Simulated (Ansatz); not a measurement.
Fields on a plane of CsPbBr3 (cubic perovskite)

```yaml
crystal:
  lattice:
    - [5.93761, 0.00000, 0.00000]
    - [0.00000, 5.93761, 0.00000]
    - [0.00000, 0.00000, 5.93761]
  atoms:
    - { symbol: Cs, position: [0.00000, 0.00000, 0.00000] }
    - { symbol: Pb, position: [0.50000, 0.50000, 0.50000] }
    - { symbol: Br, position: [0.00000, 0.50000, 0.50000] }
    - { symbol: Br, position: [0.50000, 0.50000, 0.00000] }
    - { symbol: Br, position: [0.50000, 0.00000, 0.50000] }
```

The slice is a {100} plane (indices of the conventional cell) through the point (0.500, 0.500, 0.000) (fractional), spanned by u = [100] and v = [010] in vectors of this cell: u (5.94 Å) and v (5.94 Å, at 90° to u). It covers one period; positions are fractions (u, v).

Atoms on it: Cs at (0.50, 0.50); Br at (0.00, 0.00).

Calculation: r2SCAN (plane waves to 500 eV, PAW, scalar-relativistic; Ansatz, an electronic-structure program). k mesh 6×6×6. Inside the PAW spheres the values are not all-electron values, and peaks at nuclei hang on which shells count as valence. CsPbBr3 was relaxed with its symmetry unable to fall. Spin-orbit coupling is left out, though Pb is heavy. This is a high-temperature form of CsPbBr3.

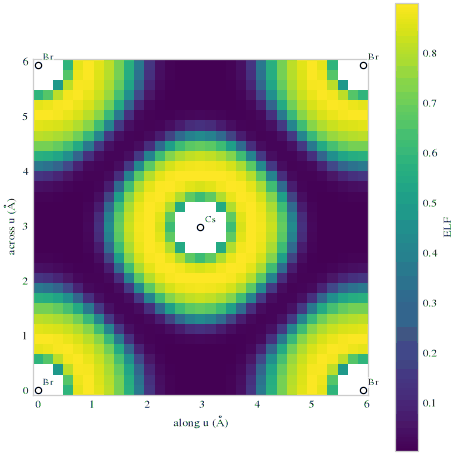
Figure: Electron localisation function (ELF), one period of the plane, atoms marked. Points within 0.5 Å of a nucleus are left white, as the pseudised field means little there.

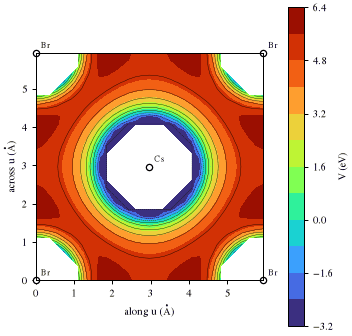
Electrostatic potential energy of an electron, from the cell's mean, in eV, one period of the plane, atoms marked. Points within 1 Å of a nucleus are left white, as the pseudised field means little there. Values under -3 eV are set to -3. The zero, the cell's mean, hangs on the PAW cores.

| Quantity | Result |
|---|---|
| Element round which the density of the highest valence band (whole band, smooth part) is largest on this plane | Br |
| Element round which the density of the lowest conduction band (whole band as if filled, smooth part) is largest on this plane | Br |
